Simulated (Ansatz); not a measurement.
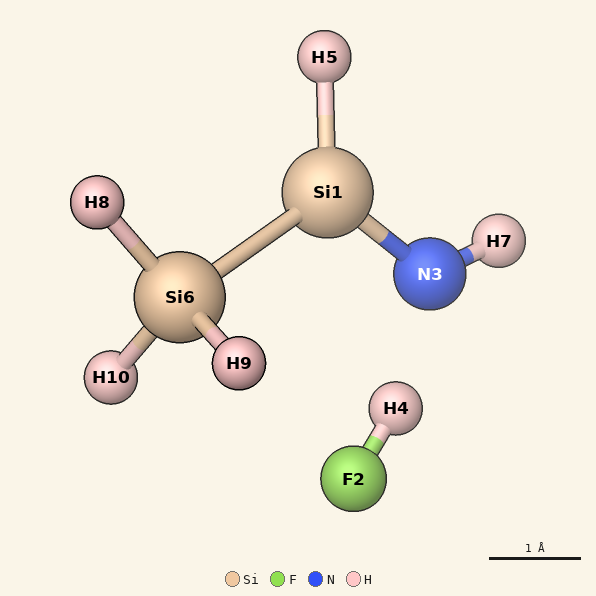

Orthographic view. Depth is shown by fading: the farther an atom, the more it takes the colour of the background. The computed structure is the end point of a PBE0-D4/def2-TZVP optimisation.

Write the connection table.

Si1: N3, H5, Si6
F2: H4
N3: Si1, H7
H4: F2
H5: Si1
Si6: Si1, H8, H9, H10
H7: N3
H8: Si6
H9: Si6
H10: Si6
